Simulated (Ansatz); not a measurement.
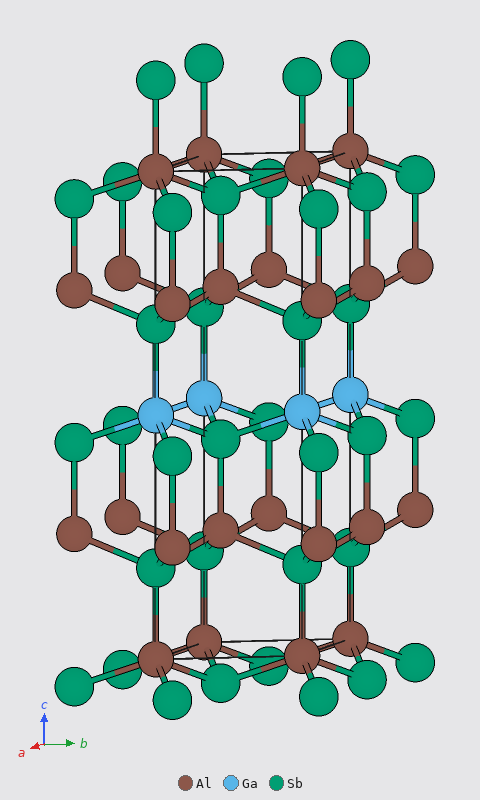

The image is a ball-and-stick drawing of a crystal, viewed slightly off an axis. One conventional unit cell is outlined, and atoms on its boundary appear in each equivalent place. Bonds that leave the box are completed with the atoms at their other ends.

Al3GaSb4, space group P3m1 (No. 156), a = 4.387 Å, b = 4.387 Å, c = 14.449 Å, α = 90.00°, β = 90.00°, γ = 120.00°. It goes back to a structure type filled with these elements by a generator (whether the compound takes this form wasn't checked). Earlier steps of the study, as a rule a relaxation of our own, may have changed the cell and positions, so they can lie some per cent off the listed ones. It went into a calculation with Ansatz.

This one geometry was computed with Ansatz (DFT, plane waves, PAW) at three levels of theory: r2SCAN, PBE and PBE with spin-orbit coupling.

### How does the band gap change with the level of theory?

PBE with spin-orbit coupling: a gap of 0.18 eV, direct; PBE: a gap of 0.39 eV, direct; r2SCAN: a gap of 0.73 eV, direct.

### Collect the results in a table.

| level | cutoff (eV) | k-mesh of the run's cell | gap (eV) | pressure (GPa) |
| --- | --- | --- | --- | --- |
| r2SCAN | 500 | 12×12×4 | 0.73 | -1.4 |
| PBE | 420 | 12×12×4 | 0.39 | 0.0 |
| PBE with spin-orbit coupling | 420 | 12×12×4 | 0.18 | 0.0 |

Gaps are taken on the k-mesh or band path of each run.
